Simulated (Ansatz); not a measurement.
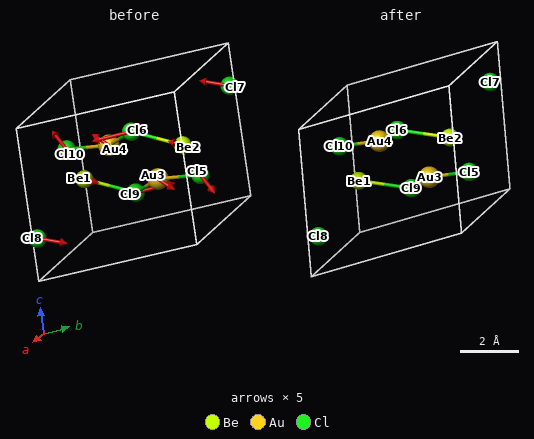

The structure of solid BeAuCl3 (built on the CoNiO3-2 type type) before (left) and after (right) a relaxation, at one scale. The red arrows give the displacements (the part carried along by the change of the cell is left out), 5 times their true length.

A ball-and-stick model of the cell of the calculation, reduced to other axes, seen slightly off an axis. Lengths and directions refer to the drawn axes.

Method: DFT, r2SCAN+rVV10, plane waves, PAW in Ansatz 0.2.0. Settings: plane-wave cutoff 500 eV; k-point mesh 4 × 4 × 4; occupations fermi dirac; smearing width 0.03 eV; no spin polarisation; cell and atoms relaxed; force threshold 0.01 eV/Å; at most 120 steps.

> Summarise the run.

Over 7 accepted moves (9 points after the start) the energy falls by 14.0 meV per atom. Largest force component: 0.22 eV/Å at the start, 0.006 eV/Å at the end. Pressure: 0.25 GPa at the start and −0.01 GPa at the end. The line search rejected the trial step at point 3 of the run. The SCF was repeated once at an unchanged geometry on a basis and grid sized afresh for the cell, which shifted the energy by 0.3 meV per atom at most. The largest moves relative to the cell, 0.29 Å, are those of Cl6 and Cl9. Cl6 goes roughly along [2 −3 0]. Largest moves by element: Cl 0.29 Å, Au 0.15 Å, Be 0.11 Å. The volume changes by −11.1 %, with a 6.667 → 6.561 Å (−1.6 %), b 6.839 → 6.779 Å (−0.9 %), c 6.844 → 6.765 Å (−1.2 %), α 66.3° → 59.6°, β 66.0° → 63.5°, γ 75.8° → 72.2°. Among the contacts that change: Au3–Cl5 2.293 → 2.327 Å, Be1–Cl8 2.043 → 2.055 Å, Be1–Cl7 2.022 → 2.032 Å. Among the angles between lasting bonds that change: Be1–Cl5–Au3 101.0° → 97.3°. The space group stays P-1 (No. 2). Cost: 4.4 min on 4 threads of Arm Neoverse V2, with other jobs on the host, peak memory 2.1 GiB.
